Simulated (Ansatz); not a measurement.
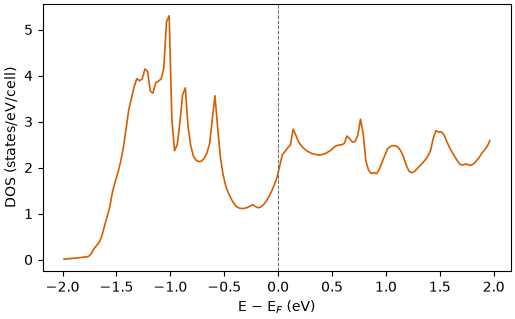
Fig. 1. Density of states of Ti2C (R-3m) near the Fermi level, PBEsol, rigid bands run with Ansatz (a quantum-chemistry and plane-wave program).

Task: How far does the Fermi level move in a rigid band for 0.1 electron a cell added or removed?

Result: 48 meV and -58 meV.

A metal at this level (no band gap); rigid bands, thermally averaged at 300 K, both spins. Spin-orbit coupling is left out. Geometry: cell and atoms relaxed with PBEsol.

Computed structure with no diffraction record at hand here (it may be known, metastable or hypothetical): Ti2C (R-3m).
